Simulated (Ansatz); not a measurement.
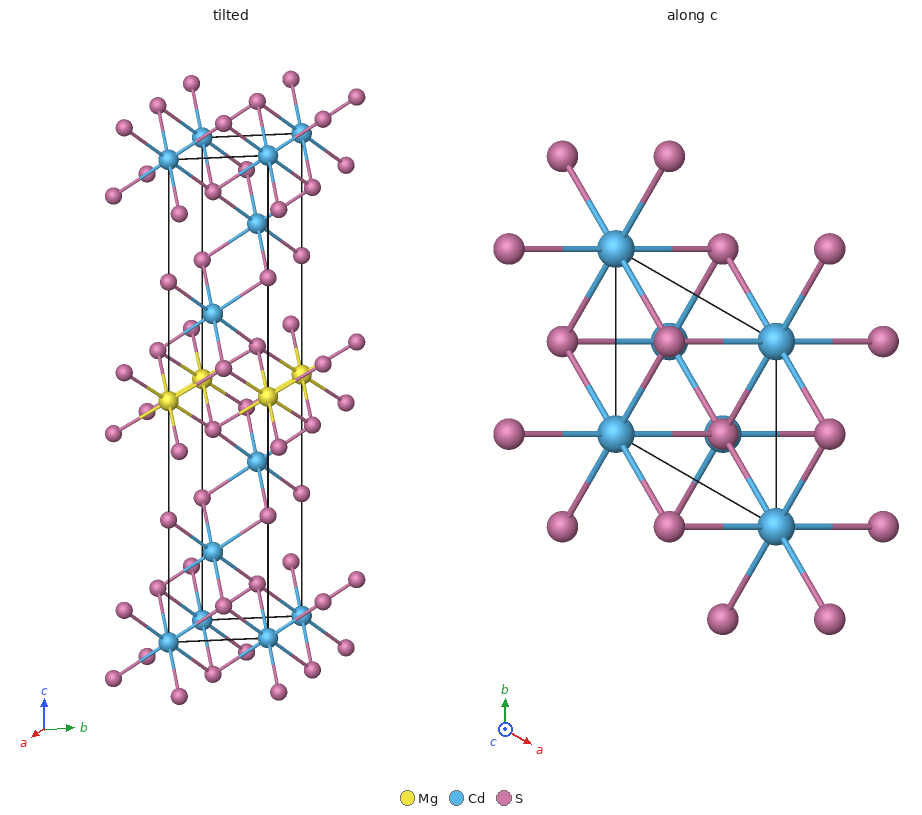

We look at a ball-and-stick model of the crystal slightly off an axis and along the c axis. Lines trace the edges of the conventional unit cell. A few atoms beyond the faces are included.

MgCd₅S₆, space group P-3m1 (No. 164), a = 3.856 Å, b = 3.856 Å, c = 18.907 Å, α = 90.00°, β = 90.00°, γ = 120.00°. Starting structure: a structure type filled with these elements by a generator (whether the compound takes this form wasn't checked). Earlier steps of the study, as a rule a relaxation of our own, may have changed the cell and positions, so they can lie some per cent off the listed ones. Ansatz was used for an electronic-structure calculation on it.

This one geometry was computed with Ansatz (DFT, plane waves, PAW) at three levels of theory: PBE, LDA and r2SCAN.

Which level gives the highest pressure at this volume, and what does that say about its equilibrium volume?

Answer. Highest: PBE (0.0 GPa), which points to the largest equilibrium volume. Lowest, with the smallest volume: LDA (-6.2 GPa). Levels within 0.5 GPa of each other can't be told apart.

How does the band gap change with the level of theory?

Answer. LDA: a gap of 0.22 eV, indirect; PBE: a gap of 0.49 eV, indirect; r2SCAN: a gap of 0.99 eV, indirect.

Collect the results in a table.

Answer.
| level | cutoff (eV) | k-mesh of the run's cell | gap (eV) | pressure (GPa) |
| --- | --- | --- | --- | --- |
| PBE | 420 | 12×12×2 | 0.49 | 0.0 |
| LDA | 420 | 12×12×2 | 0.22 | -6.2 |
| r2SCAN | 500 | 12×12×2 | 0.99 | -1.7 |

Gaps are taken on the k-mesh or band path of each run.
